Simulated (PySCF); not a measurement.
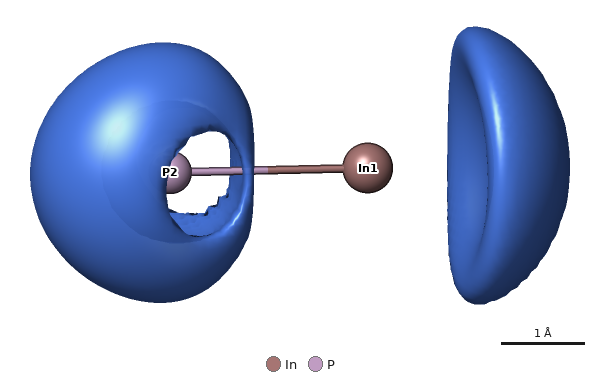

The picture shows: InP (charge −1, doublet). Isosurface of the electron localisation function at 0.8 (blue), seen from one side. Core shells and regions of very low density are left out.

Core potentials replace the inner electrons of In.

These are results of PySCF, PBE0/def2-TZVPPD, non-relativistic Hamiltonian with scalar-relativistic core potentials where named, at a bond length of 2.446 Å, not measurements.

```xyz
2

In    0.0000    0.0000   -0.5194
P     0.0000    0.0000    1.9266
```

Q: Identify the bonds, lone pairs and shells in this picture.

A: The surface consists of one ring or bowl of non-bonding electrons around P and one lobe on In, pointing away from the bonds (non-bonding electrons). Along the contacts the grid gives the following. In–P (2.45 Å): the ELF peaks at about 0.80 in the valence shell of P, 1.0 Å from its nucleus, and drops to about 0.20 between the two atoms.
